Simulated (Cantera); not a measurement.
A closed system holds: 1 mol MgO, 5.4 mol Cl₂, 1.1 mol N₂, held at 10.0 mbar.

Method: chemical equilibrium by Gibbs-energy minimisation in Cantera with the NASA 1993 tables (ideal gas, pure condensed phases). Candidate condensed phases: Mg, MgCl₂, MgO; 18 gas species. Equilibrium is a limit: real reactors are often held back by kinetics, nucleation or transport.

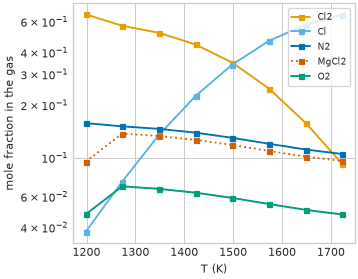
Figure. Equilibrium gas composition (values under 1e-9 drawn at 1e-9)

At 1198 K the condensed part is MgO(s). From 1273 K to 1723 K nothing is condensed. The main Mg-bearing gas is MgCl₂ throughout.
